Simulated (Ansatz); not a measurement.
TiN (rock salt), conventional cell a = 4.2469 Å, b = 4.2469 Å, c = 4.2469 Å, α = 90.00°, β = 90.00°, γ = 90.00°. The calculation uses the primitive cell of 2 atoms, to which meshes and values per cell refer.

The volume is varied about the relaxed value V₀ at fixed cell shape. Symmetry pins the atoms to their sites.

Calculation: PBE (plane waves to 420 eV, PAW, scalar-relativistic; Ansatz, a program for electronic structure). k mesh 19×19×19 (Γ-centred), Fermi-Dirac smearing 0.05 eV. The energy includes the smearing's −TS. TiN is run without spin polarisation. TiN was relaxed with its symmetry unable to fall. ΔE is measured from the relaxed starting cell.

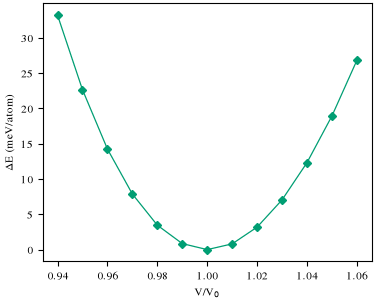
Figure: ΔE (meV/atom) against V/V₀; computed points joined by lines.

**Question.** What is ΔE at V/V₀ = 1.060?

**Answer.** About 27 meV/atom.

**Question.** What bulk modulus B₀ follows from a third-order Birch-Murnaghan fit?

**Answer.** About 280 GPa.

**Question.** What is ΔE at V/V₀ = 0.940?

**Answer.** About 33 meV/atom.

(A scan under strain: stresses follow from slopes of the energy per volume, elastic moduli from its curvatures.)
